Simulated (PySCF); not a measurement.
# Geometry relaxation of C2H5B (part 2 of 2)

The same run, continued: C2H5B; RKS PBE0-D4/def2-TZVP, density fitting (PySCF 2.14.0). The geometry is a transition state displaced along its imaginary mode. The reaction was set up to form B1–C5 and H2–C6 and to break B1–H2 (atoms counted from 1 in the order of the input); sticks are drawn by distance alone.

Geometry of the input (Å):
```
B  -0.4195  -0.4768  -0.5259
H  -0.4843  -1.3790  0.3667
H  -1.5074  -0.0461  -0.8134
H  0.3718  -0.9425  -1.3686
C  0.5382  0.9606  0.0006
C  0.3843  0.3057  1.0419
H  0.8435  1.6736  -0.7350
H  0.2734  -0.0953  2.0339
```

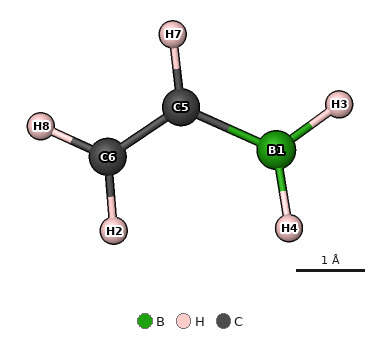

Figure 1. The geometry at step 36 of the log (ball-and-stick view, seen on its broad side; atoms are numbered from 1 in the order of the input).

### Trajectory as extended XYZ, continued
```
8
Properties=species:S:1:pos:R:3:forces:R:3 step=20 energy=-2827.26309
B    -0.1553   -0.4043   -1.1680   -0.5768   0.2315   0.5179
H    -0.4857   -0.8073    1.2313    0.0207   0.2278   0.1627
H    -1.2957   -0.3585   -1.5939    0.5032   0.3012  -0.0727
H     0.4315   -1.4106   -1.3655    0.3535  -0.2408  -0.2670
C     0.3710    0.5985   -0.0858   -0.6085  -0.6885   0.4003
C     0.0169    0.1618    1.1370    0.3049  -0.0297  -0.8207
H     0.8972    1.5375   -0.2160   -0.0574   0.0426  -0.0317
H     0.2186    0.6838    2.0602    0.0604   0.1559   0.1113
8
Properties=species:S:1:pos:R:3:forces:R:3 step=21 energy=-2827.37431
B    -0.0983   -0.4698   -1.2213   -0.4040   0.3980   0.4772
H    -0.4825   -0.8009    1.4163    0.2027   0.5063   0.1125
H    -1.1275   -0.3404   -1.8427    0.3813   0.0174  -0.0881
H     0.5862   -1.4323   -1.3537    0.0565  -0.1776  -0.2480
C     0.2526    0.5199   -0.0722   -0.1461  -0.0103   0.9148
C    -0.0366    0.1843    1.2000    0.3427  -0.1527  -0.1599
H     0.6944    1.5133   -0.1978   -0.0886  -0.1835  -0.3107
H     0.2098    0.8268    2.0708   -0.3444  -0.3975  -0.6979
8
Properties=species:S:1:pos:R:3:forces:R:3 step=22 energy=-2827.31527
B    -0.1458   -0.4336   -1.1806   -0.1909   0.7265  -1.3201
H    -0.5777   -0.8045    1.5147    0.4496   0.1119  -0.2427
H    -1.0113   -0.0312   -1.9484    0.3193  -0.3918   0.3626
H     0.5272   -1.3626   -1.4306   -0.0932  -0.7768  -0.2026
C     0.2697    0.4130   -0.0078    0.2206   0.9728  -0.7438
C     0.0020    0.0841    1.2278   -0.9852  -1.2402   0.7103
H     0.7164    1.4079   -0.1931   -0.1019  -0.4523   0.0463
H     0.2178    0.7278    2.0176    0.3817   1.0499   1.3900
8
Properties=species:S:1:pos:R:3:forces:R:3 step=23 energy=-2827.42185
B    -0.1008   -0.4131   -1.2544   -0.0680   0.1502   0.6417
H    -0.4976   -0.8021    1.5169   -0.7417  -1.5385   0.7430
H    -0.9869   -0.0799   -1.9780    0.0085   0.1517  -0.1601
H     0.5227   -1.3846   -1.5039    0.1484  -0.3661  -0.1965
C     0.2267    0.3962    0.0252    0.1277   0.2646  -0.9094
C    -0.0232    0.0938    1.2879    0.5658   1.4416  -0.2437
H     0.6740    1.3754   -0.1653   -0.0288   0.1106  -0.0226
H     0.1835    0.8153    2.0713   -0.0119  -0.2140   0.1478
8
Properties=species:S:1:pos:R:3:forces:R:3 step=24 energy=-2827.28225
B    -0.0868   -0.4848   -1.2552    0.1355  -0.4598   0.6467
H    -0.5130   -0.7818    1.6868    0.9316   1.8664  -1.1701
H    -0.9877   -0.1843   -1.9628   -0.0807   0.2103  -0.3842
H     0.4539   -1.5573   -1.4445   -0.1189   0.3993   0.0855
C     0.2640    0.4358   -0.0551   -0.5205  -0.9907   1.3726
C    -0.0312    0.1918    1.2509   -0.0378  -0.3269   0.6222
H     0.7107    1.3982   -0.2577    0.0269   0.3944  -0.1207
H     0.1884    0.9834    2.0372   -0.3361  -1.0930  -1.0519
8
Properties=species:S:1:pos:R:3:forces:R:3 step=25 energy=-2827.48368
B    -0.0862   -0.4716   -1.2277   -0.0622  -0.0045  -0.0458
H    -0.4867   -0.7916    1.5897    0.3081   0.6139  -0.2974
H    -0.9589   -0.1508   -1.9856    0.0975   0.0233  -0.0863
H     0.5139   -1.4913   -1.4445   -0.1114   0.0698   0.1020
C     0.2303    0.4389   -0.0277   -0.1077  -0.2200   0.8375
C    -0.0393    0.1686    1.2614    0.0080  -0.6281  -0.3260
H     0.6499    1.4264   -0.2247   -0.0542   0.0645  -0.1258
H     0.1752    0.8725    2.0586   -0.0783   0.0811  -0.0582
8
Properties=species:S:1:pos:R:3:forces:R:3 step=26 energy=-2827.47902
B    -0.0843   -0.4438   -1.2396   -0.2706   0.1301  -0.3723
H    -0.5018   -0.8018    1.6093   -0.0344  -0.3605   0.1229
H    -0.9027   -0.0442   -2.0713    0.5306  -0.1538   0.5264
H     0.5122   -1.4554   -1.4800   -0.1323  -0.0691   0.0283
C     0.2258    0.3842    0.0233   -0.0340   0.1797  -0.8441
C    -0.0256    0.1086    1.2921    0.0061   0.7218   0.6736
H     0.6239    1.3808   -0.1975   -0.0283   0.0103   0.0681
H     0.1505    0.8724    2.0630   -0.0371  -0.4585  -0.2028
8
Properties=species:S:1:pos:R:3:forces:R:3 step=27 energy=-2827.50062
B    -0.0968   -0.4433   -1.2325    0.1005  -0.1103   0.0283
H    -0.4621   -0.8111    1.5878   -0.0254  -0.4061   0.1595
H    -0.9202   -0.0548   -2.0003   -0.0677   0.1045  -0.1707
H     0.4835   -1.4584   -1.4933   -0.0728  -0.0543   0.0903
C     0.2196    0.3989    0.0111    0.1957   0.3000  -0.8033
C    -0.0047    0.1107    1.2790   -0.0451   0.4445   0.6648
H     0.5985    1.4059   -0.2076   -0.0527  -0.0777   0.0431
H     0.1800    0.8530    2.0552   -0.0326  -0.2005  -0.0121
8
Properties=species:S:1:pos:R:3:forces:R:3 step=28 energy=-2827.50495
B    -0.0630   -0.4819   -1.2348   -0.0323   0.1078  -0.0231
H    -0.4299   -0.8062    1.6162    0.1011   0.2957  -0.1410
H    -0.8693   -0.1184   -2.0513    0.1361  -0.0349   0.0022
H     0.5396   -1.5053   -1.4438   -0.1687   0.1174   0.1672
C     0.1910    0.4256   -0.0112   -0.0102   0.0252   0.5572
C    -0.0517    0.1679    1.2836    0.0962  -0.8575  -0.7146
H     0.5460    1.4416   -0.2236   -0.1017  -0.0892  -0.1044
H     0.1349    0.8778    2.0642   -0.0206   0.4355   0.2565
8
Properties=species:S:1:pos:R:3:forces:R:3 step=29 energy=-2827.52469
B    -0.0723   -0.4697   -1.2270   -0.0116  -0.0372  -0.1679
H    -0.4227   -0.8160    1.6032    0.0784   0.0237  -0.0249
H    -0.8742   -0.0941   -2.0379    0.0805   0.0019  -0.0343
H     0.5157   -1.4958   -1.4480   -0.1400   0.0472   0.1565
C     0.1994    0.4187   -0.0050    0.0858   0.1448   0.0636
C    -0.0288    0.1447    1.2789    0.0407  -0.1371   0.0668
H     0.5430    1.4352   -0.2282   -0.0764  -0.0423  -0.0159
H     0.1375    0.8781    2.0626   -0.0574  -0.0010  -0.0441
8
Properties=species:S:1:pos:R:3:forces:R:3 step=30 energy=-2827.53582
B    -0.0620   -0.4714   -1.2285    0.0615  -0.0208  -0.0413
H    -0.3893   -0.8309    1.6044    0.0777  -0.0679   0.0003
H    -0.8390   -0.0910   -2.0594    0.0639   0.0092  -0.0439
H     0.5223   -1.5057   -1.4303   -0.1683   0.0857   0.1660
C     0.1881    0.4233    0.0003    0.1115   0.2273  -0.4433
C    -0.0240    0.1377    1.2791    0.0021   0.0056   0.3844
H     0.4870    1.4563   -0.2293   -0.0847  -0.1561   0.0489
H     0.1142    0.8828    2.0608   -0.0638  -0.0830  -0.0712
8
Properties=species:S:1:pos:R:3:forces:R:3 step=31 energy=-2827.56442
B    -0.0286   -0.4781   -1.2173    0.1579  -0.2242  -0.1261
H    -0.2342   -0.8864    1.6004    0.1705   0.1134  -0.0263
H    -0.7101   -0.0893   -2.1303    0.1054  -0.0323   0.0599
H     0.5177   -1.5553   -1.3365   -0.2639   0.2605   0.1964
C     0.1503    0.4463    0.0004    0.1158   0.8244  -1.1026
C    -0.0004    0.1280    1.2762   -0.1858   0.3563   1.0429
H     0.2894    1.5247   -0.2591   -0.1006  -0.7049   0.3536
H     0.0130    0.9108    2.0594    0.0009  -0.5932  -0.3977
8
Properties=species:S:1:pos:R:3:forces:R:3 step=32 energy=-2827.59811
B    -0.0272   -0.4642   -1.2143    0.2161  -0.5110   0.0259
H    -0.1734   -0.9027    1.5761    0.1435   0.0262  -0.0012
H    -0.6686   -0.0742   -2.1534    0.1167  -0.0338   0.0234
H     0.4772   -1.5780   -1.2725   -0.3370   0.4774   0.1291
C     0.1398    0.4707   -0.0020    0.0761   0.3460  -1.0833
C     0.0133    0.1243    1.2720   -0.2020   0.3316   0.6415
H     0.2450    1.5351   -0.2715   -0.0635  -0.2643   0.4109
H    -0.0088    0.8897    2.0579    0.0501  -0.3722  -0.1463
8
Properties=species:S:1:pos:R:3:forces:R:3 step=33 energy=-2827.63994
B    -0.0256   -0.4563   -1.1937   -0.0200   0.0490  -0.0160
H     0.0453   -0.9686    1.5140    0.0508   1.2266  -0.2797
H    -0.5710   -0.1119   -2.2112    0.1241  -0.0249   0.0806
H     0.3950   -1.5880   -1.1394   -0.1338   0.2322   0.1805
C     0.0795    0.5478   -0.0201    0.0445  -0.5334  -0.3292
C     0.0465    0.1267    1.2568    0.0328  -0.9227  -0.6795
H     0.0562    1.6165   -0.2706   -0.0623  -0.2305   0.4276
H    -0.0285    0.8347    2.0559   -0.0361   0.2037   0.6158
8
Properties=species:S:1:pos:R:3:forces:R:3 step=34 energy=-2827.63880
B    -0.0699   -0.4274   -1.1994   -0.0286  -0.2414  -0.1521
H     0.0097   -0.9360    1.4631    0.0928  -0.4926   0.1865
H    -0.6183   -0.0737   -2.1933   -0.0305   0.1417  -0.2013
H     0.2879   -1.5597   -1.1424    0.0103  -0.2315   0.1389
C     0.1211    0.5312   -0.0379    0.0672  -0.6687   1.2891
C     0.0886    0.1130    1.2541   -0.1116  -0.2487  -2.2780
H     0.1476    1.5813   -0.2212   -0.0329   0.8558  -0.0286
H     0.0308    0.7726    2.0692    0.0335   0.8854   1.0455
8
Properties=species:S:1:pos:R:3:forces:R:3 step=35 energy=-2827.66053
B    -0.0402   -0.4329   -1.1927    0.2661  -0.8506  -0.2340
H     0.0651   -0.9576    1.4038    0.1729  -0.1543   0.2270
H    -0.5378   -0.0784   -2.2362    0.1490  -0.1523   0.2011
H     0.2960   -1.6187   -1.0320   -0.3388   0.8680  -0.1306
C     0.1338    0.5570   -0.0494   -0.0957   0.2229   0.8170
C     0.0925    0.1088    1.2275   -0.5222   0.6802  -0.5757
H     0.0738    1.6386   -0.2111    0.0459  -0.2131   0.0522
H    -0.0856    0.7845    2.0814    0.3228  -0.4007  -0.3569
8
Properties=species:S:1:pos:R:3:forces:R:3 step=36 energy=-2827.69091
B    -0.0320   -0.4506   -1.1955    0.0455   0.3880  -0.0310
H     0.0298   -0.9657    1.4472    0.0206   0.6334  -0.0264
H    -0.5685   -0.1063   -2.2148    0.0839  -0.0333   0.0546
H     0.3622   -1.5727   -1.1036   -0.0666  -0.1210   0.1271
C     0.1170    0.5503   -0.0307   -0.1138  -0.1380  -0.4703
C     0.0393    0.1177    1.2284    0.0534  -0.5657   0.2891
H     0.1016    1.6251   -0.2078   -0.0389  -0.0202   0.0280
H    -0.0517    0.8038    2.0685    0.0158  -0.1430   0.0290
8
Properties=species:S:1:pos:R:3:forces:R:3 step=37 energy=-2827.70619
B    -0.0478   -0.4272   -1.2018   -0.0475  -0.0504  -0.2281
H     0.0848   -0.9728    1.4448    0.0950   0.2033  -0.0070
H    -0.5364   -0.0669   -2.2429    0.1309  -0.0544   0.1211
H     0.2802   -1.5744   -1.0780   -0.0608   0.0267   0.0409
C     0.1007    0.5482   -0.0341   -0.1792   0.2252   0.3157
C     0.0818    0.0989    1.2353   -0.0015  -0.3912  -0.9989
H     0.0324    1.6332   -0.1990    0.0832  -0.3345   0.1333
H     0.0022    0.7630    2.0664   -0.0201   0.3754   0.6231
8
Properties=species:S:1:pos:R:3:forces:R:3 step=38 energy=-2827.71292
B    -0.0511   -0.4200   -1.2006   -0.0101  -0.2369  -0.0757
H     0.1139   -0.9740    1.4078    0.0715   0.1067   0.0550
H    -0.5219   -0.0726   -2.2474    0.0920  -0.0283  -0.0058
H     0.2393   -1.5810   -1.0363   -0.0746   0.2129  -0.0216
C     0.0993    0.5673   -0.0448    0.0519  -0.6413   0.7253
C     0.0937    0.0987    1.2230   -0.1919   0.0756  -0.8163
H     0.0484    1.6314   -0.1880   -0.0543   0.4656  -0.0481
H    -0.0236    0.7529    2.0769    0.1156   0.0457   0.1874
8
Properties=species:S:1:pos:R:3:forces:R:3 step=39 energy=-2827.72392
B    -0.0438   -0.4236   -1.2058   -0.0382   0.0184  -0.0909
H     0.1148   -0.9757    1.4171    0.0546   0.1487   0.0480
H    -0.5030   -0.0701   -2.2600    0.1171  -0.0503   0.0854
H     0.2552   -1.5739   -1.0457   -0.0413   0.0175  -0.0034
C     0.0924    0.5580   -0.0380   -0.0707  -0.0699   0.2382
C     0.0835    0.0968    1.2243   -0.1119  -0.0452  -0.3509
H     0.0247    1.6343   -0.1803   -0.0003   0.0244  -0.0109
H    -0.0256    0.7576    2.0788    0.0905  -0.0436   0.0845
8
Properties=species:S:1:pos:R:3:forces:R:3 step=40 energy=-2827.73120
B    -0.0445   -0.4184   -1.2101   -0.0809   0.0531  -0.0354
H     0.1431   -0.9810    1.4149    0.0285   0.1964  -0.0175
H    -0.4726   -0.0605   -2.2750    0.1185  -0.0551   0.0703
H     0.2304   -1.5722   -1.0341   -0.0156   0.0165  -0.0274
C     0.0743    0.5606   -0.0356   -0.1249   0.0891   0.0237
C     0.0859    0.0920    1.2202   -0.0012  -0.1862  -0.1692
H    -0.0164    1.6415   -0.1714    0.0438  -0.1497   0.0090
H    -0.0016    0.7431    2.0813    0.0318   0.0359   0.1464
8
Properties=species:S:1:pos:R:3:forces:R:3 step=41 energy=-2827.73943
B    -0.0500   -0.4097   -1.2188   -0.2030   0.2107  -0.1177
H     0.1895   -0.9821    1.4181    0.0123   0.0218  -0.0661
H    -0.4134   -0.0404   -2.3091    0.1538  -0.0824   0.1880
H     0.1826   -1.5624   -1.0262    0.0507  -0.1595  -0.0363
C     0.0338    0.5569   -0.0300   -0.1017   0.1649  -0.0802
C     0.0964    0.0831    1.2203    0.0321  -0.0326   0.0356
H    -0.0790    1.6372   -0.1576    0.0475  -0.1650   0.0232
H     0.0387    0.7255    2.0933    0.0084   0.0420   0.0535
8
Properties=species:S:1:pos:R:3:forces:R:3 step=42 energy=-2827.74332
B    -0.0630   -0.4014   -1.2231   -0.1690  -0.0110   0.1793
H     0.2363   -0.9822    1.4057   -0.0172  -0.0156  -0.1070
H    -0.3823   -0.0339   -2.3101    0.0626   0.0363  -0.1469
H     0.1309   -1.5630   -1.0192    0.0729  -0.0752  -0.0482
C     0.0050    0.5606   -0.0315   -0.0485   0.1364   0.0595
C     0.1119    0.0804    1.2148    0.0754   0.0593   0.1534
H    -0.1225    1.6397   -0.1502    0.0383  -0.1472   0.0158
H     0.0814    0.7099    2.1039   -0.0146   0.0170  -0.1058
8
Properties=species:S:1:pos:R:3:forces:R:3 step=43 energy=-2827.74565
B    -0.0705   -0.3979   -1.2227   -0.1609  -0.0330  -0.0925
H     0.2690   -0.9828    1.4022   -0.0763   0.0728  -0.1210
H    -0.3341   -0.0177   -2.3358    0.1114  -0.0803   0.1738
H     0.1030   -1.5672   -1.0101    0.0390   0.0490  -0.0899
C    -0.0238    0.5601   -0.0269    0.0181  -0.0620   0.1320
C     0.1142    0.0799    1.2176    0.1030  -0.0510   0.0950
H    -0.1548    1.6325   -0.1439   -0.0274   0.0578   0.0036
H     0.0935    0.7039    2.1100   -0.0069   0.0466  -0.1010
8
Properties=species:S:1:pos:R:3:forces:R:3 step=44 energy=-2827.74866
B    -0.0728   -0.4041   -1.2203   -0.1034   0.0973  -0.0592
H     0.2445   -0.9756    1.4085   -0.0160  -0.1647  -0.0363
H    -0.3440   -0.0202   -2.3258    0.0687  -0.0366   0.0841
H     0.1252   -1.5673   -1.0324    0.0291  -0.0819  -0.0063
C    -0.0225    0.5544   -0.0230    0.0368  -0.0958   0.0109
C     0.1111    0.0823    1.2228    0.0293   0.1048   0.0644
H    -0.1386    1.6257   -0.1470   -0.0506   0.1289  -0.0070
H     0.0927    0.7147    2.1078    0.0060   0.0479  -0.0505
8
Properties=species:S:1:pos:R:3:forces:R:3 step=45 energy=-2827.75029
B    -0.0774   -0.4051   -1.2180   -0.0425   0.1030  -0.0181
H     0.2657   -0.9796    1.4042   -0.0195  -0.0211  -0.0293
H    -0.3326   -0.0240   -2.3238    0.0248   0.0029   0.0033
H     0.1239   -1.5678   -1.0349    0.0266  -0.0956   0.0274
C    -0.0344    0.5553   -0.0216    0.0350  -0.0349   0.1409
C     0.1199    0.0816    1.2254   -0.0395   0.1249  -0.1395
H    -0.1675    1.6307   -0.1483   -0.0189  -0.0826   0.0432
H     0.0963    0.7180    2.1073    0.0339   0.0033  -0.0280
8
Properties=species:S:1:pos:R:3:forces:R:3 step=46 energy=-2827.75174
B    -0.0813   -0.4036   -1.2185    0.0249  -0.0502   0.0283
H     0.2718   -0.9781    1.3985   -0.0296  -0.0337  -0.0031
H    -0.3130   -0.0196   -2.3274    0.0054   0.0089  -0.0118
H     0.1168   -1.5734   -1.0336   -0.0112   0.0519   0.0028
C    -0.0448    0.5533   -0.0188   -0.0244   0.0860  -0.0150
C     0.1179    0.0825    1.2245    0.0353   0.0318   0.0121
H    -0.1831    1.6289   -0.1419   -0.0111  -0.0951   0.0222
H     0.1081    0.7183    2.1074    0.0107   0.0002  -0.0355
8
Properties=species:S:1:pos:R:3:forces:R:3 step=47 energy=-2827.75236
B    -0.0864   -0.4025   -1.2194    0.0262  -0.0127   0.0015
H     0.2856   -0.9778    1.3972   -0.0316  -0.0457  -0.0134
H    -0.2902   -0.0146   -2.3348    0.0046  -0.0056   0.0406
H     0.1061   -1.5726   -1.0331   -0.0154   0.0393   0.0020
C    -0.0645    0.5519   -0.0162    0.0038  -0.0014   0.0144
C     0.1213    0.0812    1.2249    0.0382   0.0619  -0.0249
H    -0.2091    1.6253   -0.1374   -0.0220  -0.0427   0.0219
H     0.1275    0.7163    2.1083   -0.0038   0.0068  -0.0421
8
Properties=species:S:1:pos:R:3:forces:R:3 step=48 energy=-2827.75276
B    -0.0890   -0.4019   -1.2180    0.0351  -0.0146  -0.0264
H     0.2905   -0.9797    1.3945   -0.0309  -0.0213  -0.0131
H    -0.2832   -0.0112   -2.3330   -0.0056  -0.0037   0.0140
H     0.1016   -1.5713   -1.0328   -0.0149   0.0136   0.0065
C    -0.0705    0.5508   -0.0156   -0.0007  -0.0124   0.0251
C     0.1236    0.0797    1.2235    0.0435   0.0411  -0.0033
H    -0.2194    1.6226   -0.1355   -0.0205  -0.0063   0.0188
H     0.1352    0.7162    2.1054   -0.0060   0.0035  -0.0217
8
Properties=species:S:1:pos:R:3:forces:R:3 step=49 energy=-2827.75309
B    -0.0890   -0.4015   -1.2190    0.0225  -0.0030   0.0149
H     0.2943   -0.9813    1.3906   -0.0073  -0.0328  -0.0037
H    -0.2726   -0.0108   -2.3343   -0.0084   0.0052  -0.0150
H     0.0990   -1.5703   -1.0305   -0.0094   0.0037   0.0008
C    -0.0792    0.5499   -0.0149   -0.0002  -0.0212   0.0229
C     0.1271    0.0779    1.2220    0.0137   0.0632  -0.0289
H    -0.2371    1.6212   -0.1293   -0.0047  -0.0128   0.0037
H     0.1436    0.7161    2.1019   -0.0061  -0.0023   0.0052
8
Properties=species:S:1:pos:R:3:forces:R:3 step=50 energy=-2827.75317
B    -0.0877   -0.4015   -1.2191    0.0098  -0.0020  -0.0012
H     0.2953   -0.9820    1.3896   -0.0066  -0.0062  -0.0007
H    -0.2702   -0.0107   -2.3351   -0.0037   0.0022  -0.0045
H     0.0978   -1.5703   -1.0301   -0.0036  -0.0033  -0.0002
C    -0.0798    0.5491   -0.0149   -0.0039  -0.0014   0.0087
C     0.1275    0.0780    1.2216    0.0141   0.0222  -0.0061
H    -0.2401    1.6200   -0.1283   -0.0024  -0.0053  -0.0025
H     0.1425    0.7165    2.1013   -0.0037  -0.0063   0.0065
8
Properties=species:S:1:pos:R:3:forces:R:3 step=51 energy=-2827.75320
B    -0.0867   -0.4020   -1.2192   -0.0003  -0.0022  -0.0064
H     0.2953   -0.9819    1.3893   -0.0018  -0.0042   0.0009
H    -0.2696   -0.0109   -2.3353    0.0003  -0.0006   0.0015
H     0.0971   -1.5712   -1.0300    0.0000  -0.0005  -0.0008
C    -0.0796    0.5488   -0.0152   -0.0013   0.0010   0.0077
C     0.1281    0.0783    1.2214    0.0045   0.0118  -0.0028
H    -0.2412    1.6193   -0.1290   -0.0004  -0.0010  -0.0031
H     0.1416    0.7163    2.1016   -0.0010  -0.0044   0.0030
8
Properties=species:S:1:pos:R:3:forces:R:3 step=52 energy=-2827.75320
B    -0.0863   -0.4026   -1.2194   -0.0030   0.0021   0.0003
H     0.2950   -0.9817    1.3893   -0.0009   0.0019   0.0005
H    -0.2697   -0.0118   -2.3355    0.0010   0.0003   0.0003
H     0.0976   -1.5718   -1.0303    0.0012  -0.0011   0.0004
C    -0.0797    0.5486   -0.0153    0.0006  -0.0023   0.0003
C     0.1281    0.0787    1.2214    0.0019  -0.0003  -0.0002
H    -0.2416    1.6189   -0.1300   -0.0004   0.0013  -0.0017
H     0.1411    0.7162    2.1020   -0.0004  -0.0019   0.0000
```

### Key numbers

- outcome: converged
- total energy: −2827.7532 eV
- largest force (length of the vector) at the end: 0.004 eV/Å
- wall time: 4.6 min (CPU time 16 min)
- peak memory: 1.2 GiB
